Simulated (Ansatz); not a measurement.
# BFH3NSi: one molecule under many settings

Aim: run BFH3NSi under a spread of inputs, and see what each costs and gives.

Program: Ansatz 0.2.0, Gaussian basis. Level of theory: the settings change from run to run. These are calculated values, not measurements.

## 1. The relaxed structure

The geometry comes from an earlier relaxation with PBE0-D4 in a triple-zeta def2 set; it is a stationary point, not always the lowest conformer.

7 atoms, charge 0, spin multiplicity 1.

Atoms are counted from 1 here; the program's logs count them from 0.

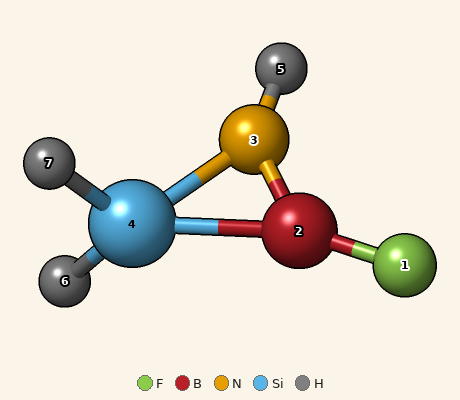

The structure; fluorine green, boron red, nitrogen amber, silicon blue, hydrogen grey; atoms are numbered from 1 in the order of the file.

## 2. B97/def2-SVP

Options: atoms shaken by 0.03 Å, finite nuclei, high accuracy.

Input file in.yaml:

```yaml
crystal:
  periodic: [false, false, false]
  atoms:
    - {symbol: F, position_ang: [-0.935288, -2.134002, 0.750720]}
    - {symbol: B, position_ang: [-0.484630, -0.984192, 0.341267]}
    - {symbol: N, position_ang: [0.714027, -0.503805, -0.161833]}
    - {symbol: Si, position_ang: [-0.347504, 0.886155, -0.074588]}
    - {symbol: H, position_ang: [1.643356, -0.787133, -0.459257]}
    - {symbol: H, position_ang: [-0.797378, 1.489749, -1.379967]}
    - {symbol: H, position_ang: [0.067658, 1.950677, 0.828891]}
basis:
  gaussian: {orbitals: def2-SVP, nuclear_model: gaussian}
hamiltonian: {xc: {name: B97}}
accuracy: high
output: {forces: true}
```

On the command line:

```console
> ansatz run in.yaml --threads 2 --pin off --events-out ev --progress --plain --max-ram 4352MiB
```

Output, cut to the lines that bear on the results:

```text
Functional definition: B97
  name "B97"
  cite "Becke, J. Chem. Phys. 107, 8554 (1997) doi:10.1063/1.475007"
[...]
      + integral(e_c_pw_opposite_spin*poly(b97_u_opposite, cos0, cos1, cos2))
1635 factors; integrals over basis functions are off by at most 3.6e-9 eV
[...]
mean field -12802.16467517 eV, -470.4708741937 hartree, gradient 3.3e-8 eV, S^2 0.000000; 0 other end points of the search recorded, 0 dependent functions left out
[...]
reference -12802.16467715 eV, -470.4708742662 hartree; 19, 19 occupied and 56, 56 virtual orbitals, 1635 factors
Total energy: -12802.16467715 eV, -470.4708742662 hartree
Atom 0 at    -0.935288    -2.134002     0.750720 Å, force    -0.403641    -1.019290     0.303198 eV/Å
Atom 1 at    -0.484630    -0.984192     0.341267 Å, force     0.331251     0.710684    -0.069359 eV/Å
Atom 2 at     0.714027    -0.503805    -0.161833 Å, force     0.653365    -0.417309    -0.295280 eV/Å
Atom 3 at    -0.347504     0.886155    -0.074588 Å, force    -0.953614     0.443669    -0.590530 eV/Å
Atom 4 at     1.643356    -0.787133    -0.459257 Å, force     0.032434    -0.183455     0.051615 eV/Å
Atom 5 at    -0.797378     1.489749    -1.379967 Å, force     0.142221    -0.054212     0.163555 eV/Å
Atom 6 at     0.067658     1.950677     0.828891 Å, force     0.197985     0.519912     0.436802 eV/Å
Dipole moment:     0.312632     0.104111    -0.127422 e Å
```

It took 12 s on 2 threads of Arm Neoverse V1, shared host.

Largest force 1.206 eV/Å, dipole 1.70 D.

## 3. BHLYP/def2-mTZVP

Set apart from the defaults: unrestricted orbitals.

Input file in.yaml:

```yaml
crystal:
  periodic: [false, false, false]
  atoms:
    - {symbol: F, position_ang: [-0.871804, -2.140763, 0.801094]}
    - {symbol: B, position_ang: [-0.433067, -0.973421, 0.375122]}
    - {symbol: N, position_ang: [0.740208, -0.495002, -0.173607]}
    - {symbol: Si, position_ang: [-0.349502, 0.892477, -0.073105]}
    - {symbol: H, position_ang: [1.655503, -0.821386, -0.445430]}
    - {symbol: H, position_ang: [-0.757136, 1.487644, -1.372564]}
    - {symbol: H, position_ang: [0.077201, 1.982451, 0.842791]}
basis:
  gaussian: {orbitals: def2-mTZVP}
magnetization: {spin_polarized: true, initial_magnetization: 0}
hamiltonian: {xc: {name: BHLYP}}
output: {forces: true}
```

Same command.

Output, cut to the lines that bear on the results:

```text
Functional definition: BHLYP
  name "BHLYP"
  cite "Becke, J. Chem. Phys. 98, 1372 (1993) doi:10.1063/1.464304"
  cite "Becke, Phys. Rev. A 38, 3098 (1988) doi:10.1103/PhysRevA.38.3098"
  cite "Lee, Yang & Parr, Phys. Rev. B 37, 785 (1988) doi:10.1103/PhysRevB.37.785"
[...]
768 factors; integrals over basis functions are off by at most 8.7e-4 eV
[...]
mean field -12810.67824996 eV, -470.7837422964 hartree, gradient 4.0e-5 eV, S^2 0.000000; 0 other end points of the search recorded, 0 dependent functions left out
[...]
reference -12810.67840963 eV, -470.7837481644 hartree; 19, 19 occupied and 69, 69 virtual orbitals, 768 factors
Total energy: -12810.67840963 eV, -470.7837481644 hartree
Atom 0 at    -0.871804    -2.140763     0.801094 Å, force     0.073838     0.228444    -0.078849 eV/Å
Atom 1 at    -0.433067    -0.973421     0.375122 Å, force     0.331711    -0.060843    -0.111306 eV/Å
Atom 2 at     0.740208    -0.495002    -0.173607 Å, force    -0.277963    -0.117257     0.130844 eV/Å
Atom 3 at    -0.349502     0.892477    -0.073105 Å, force     0.159076     0.165529    -0.096872 eV/Å
Atom 4 at     1.655503    -0.821386    -0.445430 Å, force    -0.229165     0.065720     0.071643 eV/Å
Atom 5 at    -0.757136     1.487644    -1.372564 Å, force     0.051011    -0.093494     0.254051 eV/Å
Atom 6 at     0.077201     1.982451     0.842791 Å, force    -0.108508    -0.188099    -0.169511 eV/Å
Dipole moment:     0.260342     0.219371    -0.147052 e Å
```

It took 2.5 s on 2 threads of Arm Neoverse V1, shared host.

Largest force 0.355 eV/Å, dipole 1.78 D, ⟨S²⟩ 0.000.

## 4. HSE06/aug-cc-pVTZ

This run has multiplicity 3, D4 dispersion.

Edit in.yaml of step 3 so:

```diff
@@ -11,5 +11,4 @@
 basis:
-  gaussian: {orbitals: def2-mTZVP}
-magnetization: {spin_polarized: true, initial_magnetization: 0}
-hamiltonian: {xc: {name: BHLYP}}
-output: {forces: true}
+  gaussian: {orbitals: aug-cc-pVTZ}
+magnetization: {spin_polarized: true, initial_magnetization: 2}
+hamiltonian: {xc: {name: HSE06}, dispersion: d4}
```

The command is unchanged.

Output, cut to the lines that bear on the results:

```text
Functional definition: HSE06
  name "HSE06"
  cite "Heyd, Scuseria & Ernzerhof, J. Chem. Phys. 118, 8207 (2003) doi:10.1063/1.1564060"
  cite "Krukau, Vydrov, Izmaylov & Scuseria, J. Chem. Phys. 125, 224106 (2006) doi:10.1063/1.2404663"
  cite "Heyd & Scuseria, J. Chem. Phys. 120, 7274 (2004) doi:10.1063/1.1668634"
  cite "Ernzerhof & Perdew, J. Chem. Phys. 109, 3313 (1998) doi:10.1063/1.476928"
  cite "Perdew, Burke & Ernzerhof, Phys. Rev. Lett. 77, 3865 (1996) doi:10.1103/PhysRevLett.77.3865"
  parent pbe
[...]
  # The whole range is PBE's own exchange, as in plane waves. The composition of these papers is wPBEh.
[...]
1197 factors; their error is unknown
105 factors; integrals over basis functions are off by at most 2.7e-6 eV
[...]
mean field -12799.73879947 eV, -470.3817249061 hartree, gradient 8.5e-6 eV, S^2 2.007065; 3 other end points of the search recorded, 0 dependent functions left out
reference -12799.73888710 eV, -470.3817281262 hartree; 20, 18 occupied and 237, 239 virtual orbitals, 1197 factors
Total energy: -12799.83127268 eV, -470.3851232336 hartree
```

Run time: 35 s. Hardware: 2 threads of Arm Neoverse V1, shared host; peak memory 1.1 GiB.

⟨S²⟩ 2.007.

## 5. rPW86-PBE/cc-pVTZ-DK

Set apart from the defaults: high accuracy.

Edit in.yaml of step 4 so:

```diff
@@ -11,4 +11,5 @@
 basis:
-  gaussian: {orbitals: aug-cc-pVTZ}
-magnetization: {spin_polarized: true, initial_magnetization: 2}
-hamiltonian: {xc: {name: HSE06}, dispersion: d4}
+  gaussian: {orbitals: cc-pVTZ-DK}
+hamiltonian: {xc: {name: rPW86-PBE}}
+accuracy: high
+output: {forces: true}
```

The command is unchanged.

Output, cut to the lines that bear on the results:

```text
Functional definition: rPW86-PBE
  name "rPW86-PBE"
  cite "Murray, Lee & Langreth, J. Chem. Theory Comput. 5, 2754 (2009) doi:10.1021/ct900365q"
  cite "Perdew, Burke & Ernzerhof, Phys. Rev. Lett. 77, 3865 (1996) doi:10.1103/PhysRevLett.77.3865"
  parent pbe
[...]
2834 factors; integrals over basis functions are off by at most 3.3e-9 eV
[...]
mean field -12850.70463037 eV, -472.2546846456 hartree, gradient 2.0e-8 eV, S^2 0.000000; 0 other end points of the search recorded, 0 dependent functions left out
[...]
reference -12850.70464348 eV, -472.2546851273 hartree; 19, 19 occupied and 147, 147 virtual orbitals, 2834 factors
Total energy: -12850.70464348 eV, -472.2546851273 hartree
Relativity: scalar
Atom 0 at    -0.871804    -2.140763     0.801094 Å, force    -0.278995    -0.633425     0.246541 eV/Å
Atom 1 at    -0.433067    -0.973421     0.375122 Å, force    -0.009998     0.242101    -0.050284 eV/Å
Atom 2 at     0.740208    -0.495002    -0.173607 Å, force     0.424250    -0.264796    -0.100659 eV/Å
Atom 3 at    -0.349502     0.892477    -0.073105 Å, force    -0.426140     0.568073     0.033617 eV/Å
Atom 4 at     1.655503    -0.821386    -0.445430 Å, force     0.263124    -0.087292    -0.079589 eV/Å
Atom 5 at    -0.757136     1.487644    -1.372564 Å, force    -0.018651     0.068378    -0.111188 eV/Å
Atom 6 at     0.077201     1.982451     0.842791 Å, force     0.046410     0.106961     0.061562 eV/Å
Dipole moment:     0.283676     0.121119    -0.133894 e Å
```

Run time: 18 s. Hardware: 2 threads of Arm Neoverse V1, shared host; peak memory 0.68 GiB.

Largest force 0.735 eV/Å, dipole 1.62 D.

## 6. B97M-V/def2-TZVPP

Edit in.yaml of step 5 so:

```diff
@@ -11,5 +11,4 @@
 basis:
-  gaussian: {orbitals: cc-pVTZ-DK}
-hamiltonian: {xc: {name: rPW86-PBE}}
-accuracy: high
+  gaussian: {orbitals: def2-TZVPP}
+hamiltonian: {xc: {name: B97M-V}}
 output: {forces: true}
```

Same command.

Output, cut to the lines that bear on the results:

```text
Functional definition: B97M-V
  name "B97M-V"
  cite "Mardirossian & Head-Gordon, J. Chem. Phys. 142, 074111 (2015) doi:10.1063/1.4907719"
  cite "Becke, J. Chem. Phys. 107, 8554 (1997) doi:10.1063/1.475007"
  cite "Vydrov & Van Voorhis, J. Chem. Phys. 133, 244103 (2010) doi:10.1063/1.3521275"
  # Of w^i u^j: cxij and so on, Table III.
[...]
  gx(w, u) = cx00 + cx01*u + cx02*u^2 + (cx10 + cx11*u)*w
  gss(w, u) = css00 + css02*u^2 + css10*w + (css32*w^3 + css42*w^4)*u^2
  gos(w, u) = cos00 + cos01*u + cos03*u^3 + cos10*w + cos32*w^3*u^2
[...]
      + integral(e_c_pw_mod_opposite_spin*gos(b97_w_opposite, b97_u_opposite)) + vv10(b, c)
945 factors; their error is unknown
[...]
mean field -12810.56908436 eV, -470.7797305347 hartree, gradient 5.3e-5 eV, S^2 0.000000; 0 other end points of the search recorded, 0 dependent functions left out
[...]
reference -12810.56914528 eV, -470.7797327736 hartree; 19, 19 occupied and 158, 158 virtual orbitals, 945 factors
Total energy: -12810.56914528 eV, -470.7797327736 hartree
Atom 0 at    -0.871804    -2.140763     0.801094 Å, force     0.037553     0.127960    -0.042739 eV/Å
Atom 1 at    -0.433067    -0.973421     0.375122 Å, force     0.019116    -0.038900     0.001519 eV/Å
Atom 2 at     0.740208    -0.495002    -0.173607 Å, force     0.001312     0.068121    -0.015737 eV/Å
Atom 3 at    -0.349502     0.892477    -0.073105 Å, force     0.069337    -0.215216     0.021964 eV/Å
Atom 4 at     1.655503    -0.821386    -0.445430 Å, force    -0.143739     0.048904     0.043225 eV/Å
Atom 5 at    -0.757136     1.487644    -1.372564 Å, force     0.026235     0.015256     0.043745 eV/Å
Atom 6 at     0.077201     1.982451     0.842791 Å, force    -0.009814    -0.006125    -0.051977 eV/Å
Dipole moment:     0.282271     0.110340    -0.130957 e Å
```

Wall time 8.5 s (2 threads of Arm Neoverse V1, shared host).

Largest force 0.227 eV/Å, dipole 1.59 D.

## 7. CAM-B3LYP/STO-3G

Edit in.yaml of step 6 so:

```diff
@@ -11,4 +11,3 @@
 basis:
-  gaussian: {orbitals: def2-TZVPP}
-hamiltonian: {xc: {name: B97M-V}}
-output: {forces: true}
+  gaussian: {orbitals: STO-3G}
+hamiltonian: {xc: {name: CAM-B3LYP}}
```

Same command.

Output, cut to the lines that bear on the results:

```text
Functional definition: CAM-B3LYP
  name "CAM-B3LYP"
  cite "Yanai, Tew & Handy, Chem. Phys. Lett. 393, 51 (2004) doi:10.1016/j.cplett.2004.06.011"
  cite "Iikura, Tsuneda, Yanai & Hirao, J. Chem. Phys. 115, 3540 (2001) doi:10.1063/1.1383587"
  cite "Becke, Phys. Rev. A 38, 3098 (1988) doi:10.1103/PhysRevA.38.3098"
  cite "Lee, Yang & Parr, Phys. Rev. B 37, 785 (1988) doi:10.1103/PhysRevB.37.785"
  cite "Vosko, Wilk & Nusair, Can. J. Phys. 58, 1200 (1980) doi:10.1139/p80-159"
[...]
  # Exact exchange under (alpha + beta erf(omega r))/r, Becke's under what is left of 1/r.
[...]
343 factors; integrals over basis functions are off by at most 7.1e-5 eV
147 factors; integrals over basis functions are off by at most 3.0e-6 eV
[...]
mean field -12648.85764455 eV, -464.8369447335 hartree, gradient 4.9e-5 eV, S^2 0.000000; 0 other end points of the search recorded, 0 dependent functions left out
reference -12648.85772238 eV, -464.8369475939 hartree; 19, 19 occupied and 8, 8 virtual orbitals, 343 factors
Total energy: -12648.85772238 eV, -464.8369475939 hartree
```

Wall time 0.5 s (2 threads of Arm Neoverse V1, shared host).

## 8. HF/cc-pVDZ

Options: density fitting with def2-universal-jkfit.

Edit in.yaml of step 7 so:

```diff
@@ -11,3 +11,4 @@
 basis:
-  gaussian: {orbitals: STO-3G}
-hamiltonian: {xc: {name: CAM-B3LYP}}
+  gaussian: {orbitals: cc-pVDZ, fitting: {mean_field: def2-universal-jkfit}}
+hamiltonian: {xc: {name: HF}}
+output: {forces: true}
```

Launched as before.

Output, cut to the lines that bear on the results:

```text
Functional definition: HF
  name "HF"
  cite "Fock, Z. Phys. 61, 126 (1930) doi:10.1007/BF01340294"
  parent pbe
[...]
411 factors; integrals over basis functions are off by at most 3.4e-1 eV
[...]
mean field -12770.48112033 eV, -469.3065250291 hartree, gradient 2.0e-5 eV, S^2 0.000000; 0 other end points of the search recorded, 0 dependent functions left out
[...]
reference -12770.48112033 eV, -469.3065250291 hartree; 19, 19 occupied and 56, 56 virtual orbitals, 411 factors
Total energy: -12770.48112033 eV, -469.3065250291 hartree
Atom 0 at    -0.871804    -2.140763     0.801094 Å, force    -0.022249    -0.215692     0.056538 eV/Å
Atom 1 at    -0.433067    -0.973421     0.375122 Å, force     0.207791     0.099249    -0.100391 eV/Å
Atom 2 at     0.740208    -0.495002    -0.173607 Å, force     0.364917    -0.370844    -0.054637 eV/Å
Atom 3 at    -0.349502     0.892477    -0.073105 Å, force    -0.080404     0.469676    -0.074613 eV/Å
Atom 4 at     1.655503    -0.821386    -0.445430 Å, force    -0.369047     0.010237     0.136719 eV/Å
Atom 5 at    -0.757136     1.487644    -1.372564 Å, force    -0.039554     0.010182     0.047267 eV/Å
Atom 6 at     0.077201     1.982451     0.842791 Å, force    -0.061454    -0.002807    -0.010883 eV/Å
Dipole moment:     0.272127     0.206072    -0.148520 e Å
```

Wall time 0.25 s (2 threads of Arm Neoverse V1, shared host).

Largest force 0.523 eV/Å, dipole 1.79 D.

## 9. SPW92/6-31G*

Options: multiplicity 3.

Edit in.yaml of step 8 so:

```diff
@@ -11,4 +11,4 @@
 basis:
-  gaussian: {orbitals: cc-pVDZ, fitting: {mean_field: def2-universal-jkfit}}
-hamiltonian: {xc: {name: HF}}
-output: {forces: true}
+  gaussian: {orbitals: "6-31G*"}
+magnetization: {spin_polarized: true, initial_magnetization: 2}
+hamiltonian: {xc: {name: SPW92}}
```

Same command.

Output:

```text
Functional definition: SPW92
  name "SPW92"
  cite "Dirac, Proc. Camb. Phil. Soc. 26, 376 (1930) doi:10.1017/S0305004100016108"
  cite "Slater, Phys. Rev. 81, 385 (1951) doi:10.1103/PhysRev.81.385"
  cite "Perdew & Wang, Phys. Rev. B 45, 13244 (1992) doi:10.1103/PhysRevB.45.13244"
  exchange = slater_x
  correlation = pw_c
783 factors; their error is unknown
mean field evaluation 1: about -12727.0077 eV, gradient 4.7e1 eV
mean field evaluation 2: about -12671.9972 eV, gradient 1.0e2 eV
mean field evaluation 4: about -12729.6595 eV, gradient 2.9e1 eV
mean field evaluation 8: about -12736.6606 eV, gradient 1.2e0 eV
mean field evaluation 16: about -12736.6079 eV, gradient 1.8e-3 eV
mean field evaluation 32: about -12731.4289 eV, gradient 1.6e1 eV
mean field evaluation 64: about -12735.3766 eV, gradient 5.4e-2 eV
mean field -12736.60787691 eV, -468.0617062936 hartree, gradient 3.4e-6 eV, S^2 2.002808; 6 other end points of the search recorded, 0 dependent functions left out
reference -12736.60790484 eV, -468.0617073200 hartree; 20, 18 occupied and 50, 52 virtual orbitals, 783 factors
Total energy: -12736.60790484 eV, -468.0617073200 hartree
```

Run time: 2.2 s. Hardware: 2 threads of Arm Neoverse V1, shared host.

⟨S²⟩ 2.003.

## 10. wB97X-V/cc-pVTZ

This run has coordinates scaled by 0.92.

Input file in.yaml:

```yaml
crystal:
  periodic: [false, false, false]
  atoms:
    - {symbol: F, position_ang: [-0.802060, -1.969502, 0.737006]}
    - {symbol: B, position_ang: [-0.398422, -0.895548, 0.345112]}
    - {symbol: N, position_ang: [0.680992, -0.455402, -0.159719]}
    - {symbol: Si, position_ang: [-0.321542, 0.821079, -0.067256]}
    - {symbol: H, position_ang: [1.523063, -0.755675, -0.409795]}
    - {symbol: H, position_ang: [-0.696565, 1.368633, -1.262759]}
    - {symbol: H, position_ang: [0.071025, 1.823855, 0.775368]}
basis:
  gaussian: {orbitals: cc-pVTZ}
hamiltonian: {xc: {name: wB97X-V}}
output: {forces: true}
```

Launched as before.

Output, cut to the lines that bear on the results:

```text
Functional definition: wB97X-V
  name "wB97X-V"
  cite "Mardirossian & Head-Gordon, Phys. Chem. Chem. Phys. 16, 9904 (2014) doi:10.1039/C3CP54374A"
  cite "Becke, J. Chem. Phys. 107, 8554 (1997) doi:10.1063/1.475007"
  cite "Vydrov & Van Voorhis, J. Chem. Phys. 133, 244103 (2010) doi:10.1063/1.3521275"
[...]
      + integral(e_c_pw_opposite_spin*poly(b97_u_opposite, cos0, cos1)) + vv10(b, c)
997 factors; their error is unknown
208 factors; integrals over basis functions are off by at most 8.7e-6 eV
[...]
mean field -12808.60211811 eV, -470.7074458581 hartree, gradient 6.7e-5 eV, S^2 0.000000; 0 other end points of the search recorded, 0 dependent functions left out
[...]
reference -12808.60211625 eV, -470.7074457899 hartree; 19, 19 occupied and 147, 147 virtual orbitals, 997 factors
Total energy: -12808.60211625 eV, -470.7074457899 hartree
Atom 0 at    -0.802060    -1.969502     0.737006 Å, force    -2.584504    -6.798432     2.491837 eV/Å
Atom 1 at    -0.398422    -0.895548     0.345112 Å, force    -3.555650     1.043155     1.106118 eV/Å
Atom 2 at     0.680992    -0.455402    -0.159719 Å, force     4.393824     0.460595    -1.757657 eV/Å
Atom 3 at    -0.321542     0.821079    -0.067256 Å, force    -2.496215     3.428976     0.174224 eV/Å
Atom 4 at     1.523063    -0.755675    -0.409795 Å, force     4.287996    -1.499963    -1.279917 eV/Å
Atom 5 at    -0.696565     1.368633    -1.262759 Å, force    -0.832693     1.202476    -2.517949 eV/Å
Atom 6 at     0.071025     1.823855     0.775368 Å, force     0.787242     2.163194     1.783345 eV/Å
Dipole moment:     0.321309     0.040577    -0.130076 e Å
```

It took 8 s on 2 threads of Arm Neoverse V1, shared host; peak memory 0.4 GiB.

Largest force 7.688 eV/Å, dipole 1.68 D.

## 11. All runs side by side

| level | charge | multiplicity | geometry | functions | energy (eV) | time |
| --- | --- | --- | --- | --- | --- | --- |
| B97/def2-SVP | 0 | 1 | shaken | 75 | -12802.165 | 12 s |
| BHLYP/def2-mTZVP | 0 | 1 | relaxed | 88 | -12810.678 | 2.5 s |
| HSE06/aug-cc-pVTZ | 0 | 3 | relaxed | 257 | -12799.831 | 35 s |
| rPW86-PBE/cc-pVTZ-DK | 0 | 1 | relaxed | 166 | -12850.705 | 18 s |
| B97M-V/def2-TZVPP | 0 | 1 | relaxed | 177 | -12810.569 | 8.5 s |
| CAM-B3LYP/STO-3G | 0 | 1 | relaxed | 27 | -12648.858 | 0.5 s |
| HF/cc-pVDZ | 0 | 1 | relaxed | 75 | -12770.481 | 0.25 s |
| SPW92/6-31G* | 0 | 3 | relaxed | 70 | -12736.608 | 2.2 s |
| wB97X-V/cc-pVTZ | 0 | 1 | scaled | 166 | -12808.602 | 8 s |

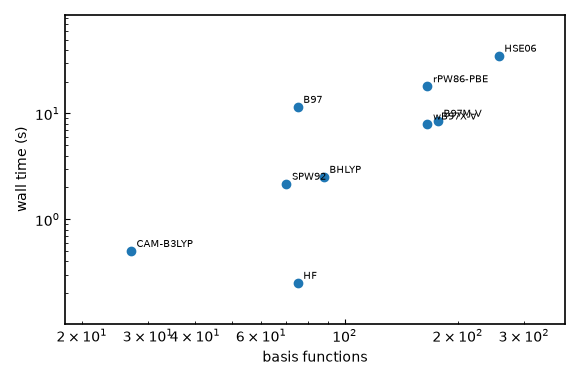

Wall time against the number of basis functions (shared host).

## 12. What came out

| quantity | value |
| --- | --- |
| runs | 9 |
| quickest | HF/cc-pVDZ, 0.25 s |
| slowest | HSE06/aug-cc-pVTZ, 35 s |
| spread of total energies, same state and geometry | 201.8 eV |
| dipole, same state and geometry | 1.59 to 1.79 D |

What this shows: HSE06/aug-cc-pVTZ took 140 times as long as HF/cc-pVDZ. The jobs differ in tasks and options as well as level. The totals spread over 202 eV; they can't be compared across methods or bases. Some of these runs are scalar-relativistic and others not, which shifts the totals of all-electron atoms past neon by eV; core potentials, where a basis has them, take the core out of the total altogether. At the PBE0-D4/def2-TZVP geometry and in the same state, runs without warnings or point charges leave forces up to 0.73 eV/Å (rPW86-PBE/cc-pVTZ-DK), against 7.7 eV/Å where the atoms were moved. At that geometry and state the dipole changes by 13 % between the lowest and highest value.
